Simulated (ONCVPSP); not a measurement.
# Pseudopotential generation, with input and output: Ge

System: germanium (Ge, Z = 32), core [Ar] 3d10, reference valence 4s2 (an ion of charge +2), valence charge 4.
Method: ONCV potential, PBE, scalar-relativistic, made with ONCVPSP 4.0.1.

**The input**
```
# ATOM AND REFERENCE CONFIGURATION
# atsym  z   nc   nv     iexc    psfile
  Ge 32.00    6    1        4      upf
#
#   n    l    f
    1    0    2.00
    2    0    2.00
    2    1    6.00
    3    0    2.00
    3    1    6.00
    3    2   10.00
    4    0    2.00
#
# PSEUDOPOTENTIAL AND OPTIMIZATION
# lmax
    2
#
#   l,   rc,      ep,       ncon, nbas, qcut
    0    1.40    0.00    4    8    4.00
    1    1.50    0.35    4    8    6.40
    2    1.40    0.36    4    7    7.10
#
# LOCAL POTENTIAL
# lloc, lpopt,  rc(5),   dvloc0
    2    5    1.40    0.00
#
# VANDERBILT-KLEINMAN-BYLANDER PROJECTORs
# l, nproj, debl
    0    1    2.30
    1    2    3.40
    2    0    1.60
#
# MODEL CORE CHARGE
# icmod, fcfact, rcfact
    2    0.40    0.85
#
# LOG DERIVATIVE ANALYSIS
# epsh1, epsh2, depsh
   -3.00    5.00    0.02
#
# OUTPUT GRID
# rlmax, drl
    6.00    0.01
#
# TEST CONFIGURATIONS
# ncnf
    4
# nvcnf
#   n    l    f
    2
    4    0    2.00
    4    1    2.00
#
    2
    4    0    2.00
    4    1    1.00
#
    1
    4    0    1.00
#
    2
    4    0    0.00
    4    1    4.00
#
```

Hardware: 1 CPU thread, shared host.

Command:
```bash
oncvpsp.x < Ge.dat > Ge.out
```

**Output (extracts)**
```
ONCVPSP  (Optimized Norm-Conservinng Vanderbilt PSeudopotential)
scalar-relativistic version 4.0.1

#   n    l    f        energy (Ha)
    1    0    2.00    -4.0355958E+02
    2    0    2.00    -5.1147344E+01
    2    1    6.00    -4.4787768E+01
    3    0    2.00    -6.9251608E+00
    3    1    6.00    -4.9822015E+00
    3    2   10.00    -1.8078642E+00
    4    0    2.00    -1.0749104E+00

Reference configufation results
  iterations    22
  all-electron total energy (Ha)   -2.09799220D+03

Begin loop to  construct optimized pseudo wave functions
and semi-local pseudopoentials for all angular momenta

Calculating optimized projector #   1

 for l=   0

    Fraction of norm inside rc  0.210813
    Optimizing pswf for qcut=   3.99 a_B^-1,  ecut=   7.96 Ha
    Residual kinetic energy error=  2.11D-03 Ha

    Energy error per electron        Cutoff
         Ha          eV             Ha
         0.01000     0.27211        6.04
         0.00100     0.02721       12.96
         0.00010     0.00272       78.17
         0.00001     0.00027       96.53

WARNING wellstate: moderately localized bound state found for n= 4 l=  1
WARNING scattering state with energy  0.05000000
WARNING will be used for the first projector

   Wellstate for l =  1  n =  5
     eigenvalue =   0.0500
     asymptotic potential =   0.5500
     half-point radius =  4.0467

   Wellstate for l =  1  n =  6
     eigenvalue =   3.4500
     asymptotic potential =   3.9500
     half-point radius =  2.6311

Calculating optimized projector #   1

 for l=   1

    Fraction of norm inside rc  0.081028
    Optimizing pswf for qcut=   6.41 a_B^-1,  ecut=  20.56 Ha
    Residual kinetic energy error=  8.46D-05 Ha

    Energy error per electron        Cutoff
         Ha          eV             Ha
         0.01000     0.27211        2.97
         0.00100     0.02721        8.93
         0.00010     0.00272       19.26
         0.00001     0.00027       85.72

Calculating optimized projector #   2

 for l=   1

    Fraction of norm inside rc  0.067986
    Optimizing pswf for qcut=   6.41 a_B^-1,  ecut=  20.56 Ha
    Residual kinetic energy error=  1.01D-02 Ha

    Energy error per electron        Cutoff
         Ha          eV             Ha
         0.01000     0.27211       20.53
         0.00100     0.02721      105.33
         0.00010     0.00272      124.19
         0.00001     0.00027      161.65

   Wellstate for l =  2  n =  5
     eigenvalue =   0.3600
     asymptotic potential =   0.8600
     half-point radius =  4.7865

Calculating optimized projector #   1

 for l=   2

    Fraction of norm inside rc  0.042037
    Optimizing pswf for qcut=   7.09 a_B^-1,  ecut=  25.12 Ha
    Residual kinetic energy error=  1.17D-02 Ha

    Energy error per electron        Cutoff
         Ha          eV             Ha
         0.01000     0.27211       26.28
         0.00100     0.02721       79.35
         0.00010     0.00272       95.40
         0.00001     0.00027      153.37

Construct Vanderbilt / Kleinmman-Bylander projectors

B matrix Hermiticity error, ll=   1
   1   2    1.2736E-04

  Orthonormal projector coefficients -1.2401E+01  1.1396E+01

Model core correction analysis
  based on d2Exc/dn_idn_j

d2excae - all-electron derivatives

   -4.523377D-02

d2excps - pseudofunction derivatives with no core correction

   -6.367023D-02

rms 2nd derivative error    1.843647E-02

amplitude prefactor, scale prefactor
    9.0146    1.1983

d2excps - pseudofunction derivatives with core correction

   -4.854696D-02

rms 2nd derivative error    3.313189E-03

Pseudoatom total energy   -2.985959

Diagnostic tests using Vanderbilt-Kleinman-Bylander pseudopotentials
  1 or more projectors used as specified by nproj input data

   l    rcore       rmatch      e in        delta e   norm test  slope test

   0   1.4065956   1.4493029  -1.0749104   0.0000010   1.0000049   0.9999872

   1   1.5022667   1.5478788   0.0500000   0.0000178   1.0001058   1.0001058
   1   1.5022667   1.5478788   3.4500000  -0.0000016   1.0008378   1.0008378

   2   1.4065956   1.4493029   0.3600000   0.0000173   1.0000072   1.0000072

 Testing for bound ghosts
   n   l    E NL Schr. Eq   E Basis Diag.   E Cutoff

       0                      -24.514127     93.81  WARNING - GHOST(-)
       0                       -2.121910     93.81  WARNING - GHOST(-)
   1   0       -1.074909       -1.055654     93.81

   2   1       -0.729161       -0.699838    133.32

 Testing for highly-localized positive-energy ghosts
       l    <radius>/rc     E Basis Diag.   E Cutoff

       1        0.554655        4.623440    133.32  WARNING - GHOST(+)

Test configuration 0

   n   l     f        eae           eps        diff
   1   0  2.0000 -403.55957955
   2   0  2.0000  -51.14734444
   2   1  6.0000  -44.78776752
   3   0  2.0000   -6.92516083
   3   1  6.0000   -4.98220147
   3   2 10.0000   -1.80786425
   4   0  2.0000   -1.07491036   -1.07490935    1.01D-06

    Total energies and differences
      AE_ref= -2.09799220D+03  AE_tst= -2.09799220D+03  dif=  0.00D+00
      PS_ref= -2.98595894D+00  PS_tst= -2.98595894D+00  dif= -2.22D-15
      PSP excitation error=  2.22D-15

Test configuration 1

psatom: WARNING lschvkbb convergence error n,l,iter=   1   0  30
ea(ii),et,emin,emax -7.121209E-01 -7.833330E-01 -7.833330E-01 -7.833330E-01
run_config: WARNING for fully non-local PS atom, stg. 2
 WARNING no output for configuration 2

Test configuration 2

   n   l     f        eae           eps        diff
   1   0  2.0000 -403.15060002
   2   0  2.0000  -50.74465659
   2   1  6.0000  -44.38432619
   3   0  2.0000   -6.52362329
   3   1  6.0000   -4.58069972
   3   2 10.0000   -1.40818962
   4   0  2.0000   -0.72980429   -0.72766057    2.14D-03
   4   1  1.0000   -0.41315242   -0.41362183   -4.69D-04

    Total energies and differences
      AE_ref= -2.09799220D+03  AE_tst= -2.09855959D+03  dif= -5.67D-01
      PS_ref= -2.98595894D+00  PS_tst= -3.55412114D+00  dif= -5.68D-01
      PSP excitation error=  7.79D-04

Test configuration 3

   n   l     f        eae           eps        diff
   1   0  2.0000 -404.08879965
   2   0  2.0000  -51.66384468
   2   1  6.0000  -45.30535013
   3   0  2.0000   -7.44173834
   3   1  6.0000   -5.49827965
   3   2 10.0000   -2.31871468
   4   0  1.0000   -1.48670540   -1.49120677   -4.50D-03

    Total energies and differences
      AE_ref= -2.09799220D+03  AE_tst= -2.09671363D+03  dif=  1.28D+00
      PS_ref= -2.98595894D+00  PS_tst= -1.70465266D+00  dif=  1.28D+00
      PSP excitation error= -2.74D-03

Test configuration 4

   n   l     f        eae           eps        diff
   1   0  2.0000 -402.94436209
   2   0  2.0000  -50.53585228
   2   1  6.0000  -44.17516320
   3   0  2.0000   -6.31937555
   3   1  6.0000   -4.37602391
   3   2 10.0000   -1.20052774
   4   1  4.0000   -0.19132028   -0.19270719   -1.39D-03

    Total energies and differences
      AE_ref= -2.09799220D+03  AE_tst= -2.09823798D+03  dif= -2.46D-01
      PS_ref= -2.98595894D+00  PS_tst= -3.23752667D+00  dif= -2.52D-01
      PSP excitation error=  5.79D-03
```

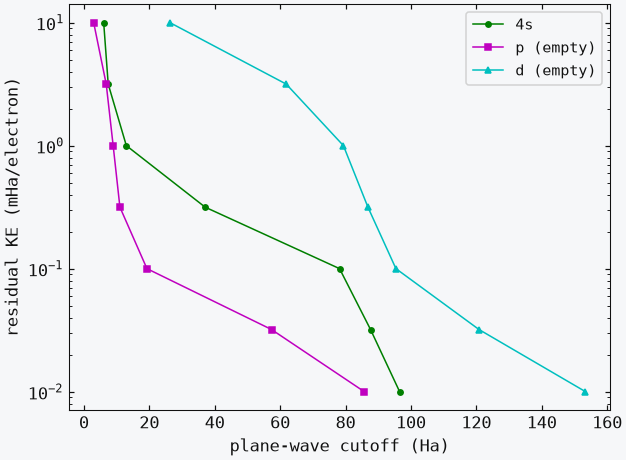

Figure 1. Residual kinetic energy of the pseudo-waves (the first of each channel, and further valence shells) beyond the plane-wave cutoff, as the generator prints it.

- Cutoffs for the occupied states: 13 Ha for 1 mHa and 78 Ha for 0.1 mHa per electron. The first is set by 4s.
- Cutoffs for 1 mHa per electron: d (empty): 79 Ha; 4s: 13 Ha; p (empty): 8.9 Ha.
- Hardest wave at 1 mHa per electron: d (empty), with rc = 1.40 bohr and qcut = 7.1 1/bohr. The optimisation minimises, but can't always remove, the kinetic energy above qcut²/2 = 25.2 Ha, and a larger rc would as a rule soften the wave at some cost in transferability. The potential isn't sound: its ghost test gives GHOST(-) flagged for s at -667.1 eV, s at -57.7 eV; GHOST(+) flagged for p at 125.8 eV.

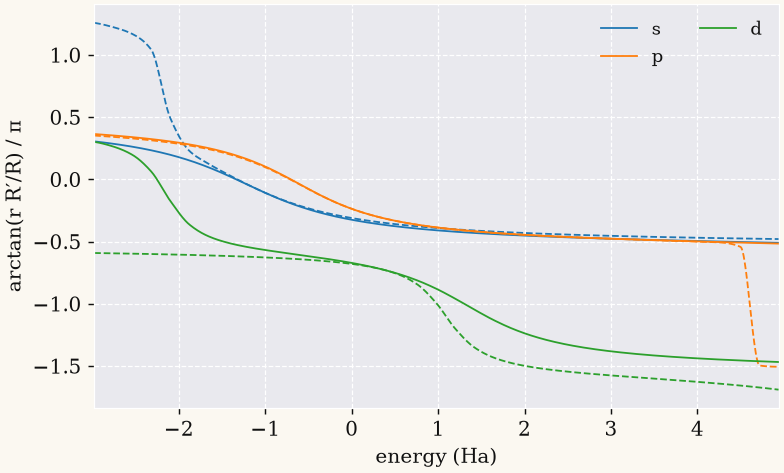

Figure 2. Unwrapped phase arctan(r R′/R) in units of π against energy, all-electron (solid) and pseudo (dashed); the pseudo phase is matched to the all-electron one at the reference energy. Here R(r) is the radial function. A near-vertical step is a level narrower than the spacing of the points behind the curves. Not drawn: f: not judged.

- Range over which the phases agree within 0.05 rad: s: between about -1.5 and 0.3 Ha; p: up to about 4.4 Ha; d: between about -0.2 and 0.7 Ha.
- Ghost states: Going away from the reference energies, the phases part by more than π/2 in: s at about -2.2 Ha (below its reference energy, pseudo phase higher, at the flagged ghost); p at about 4.6 Ha (above its reference energy, pseudo phase lower, at the flagged ghost); d at about -2.2 Ha (below its reference energy, pseudo phase lower, at the 3d core level, which only the all-electron atom has). Such a step is either a state that only one of the two atoms has or an ordinary level shifted in energy. The separate test gives: GHOST(-) flagged for s at -667.1 eV, s at -57.7 eV; GHOST(+) flagged for p at 125.8 eV.

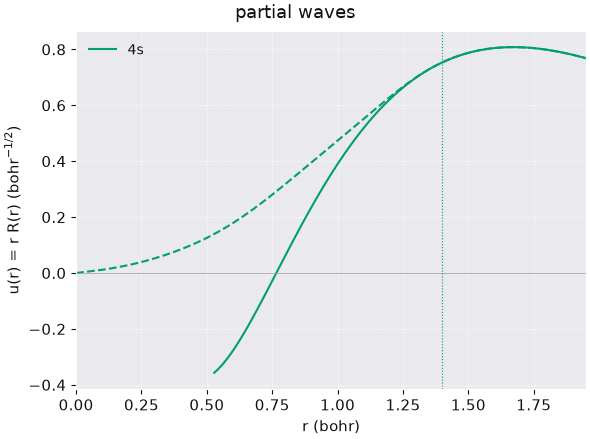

Figure 3. All-electron valence functions (solid) with their pseudo partners (dashed). Dotted lines mark the matching radii. The innermost oscillations of some all-electron curves aren't drawn. Pseudo-waves: 4s has no node.

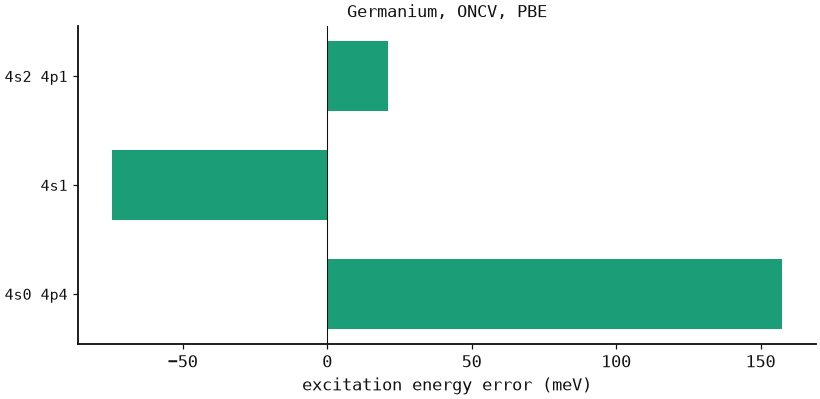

Figure 4. Errors, all-electron minus pseudo, of the energies of valence configurations relative to the unpolarised reference 4s2. Not all tests gave a result: 1 of 4 tests not solved.

- Worst configuration: 4s0 4p4 (neutral): the error is +158 meV on an all-electron energy of -6.69 eV relative to the reference, or 2.4 %.
- Errors in meV: 4s2 4p1: +21; 4s1: -75; 4s0 4p4: +158.
- Configurations within 10 meV and within 50 meV: 0 and 1 of 3.

**Results in brief**

- outcome: generated, with a ghost state
- cutoffs needed: 13 Ha and 78 Ha (the cutoffs at which the residual kinetic energy of the hardest occupied pseudo-wave falls to 1 and 0.1 mHa per electron); the channels without a valence shell are harder: d needs 79 Ha for 1 mHa
- ghost test: GHOST(-) flagged for s at -667.1 eV, s at -57.7 eV; GHOST(+) flagged for p at 125.8 eV
- configuration tests: 1 of 4 tests not solved
- rms error of d²Exc/dni dnj: 18.44 mHa without and 3.31 mHa with the model core
- largest excitation error among the tests solved: +158 meV (all-electron minus pseudo) for 4s0 4p4
- range over which the phases arctan(r R′/R) at the test radius agree within 0.05 rad (a looser test near the poles than one of phase shifts): s: between about -1.5 and 0.3 Ha; p: up to about 4.4 Ha; d: between about -0.2 and 0.7 Ha; f: not judged, local potential alone
- wall time: 3 s

**Notes**

The potential has a bound ghost state, so it can't be used as it stands. Warnings of the program, in the generation or the tests: wellstate: moderately localized bound state found for n= 4 l= 1; psatom: WARNING lschvkbb convergence error n,l,iter= 1 0 30.
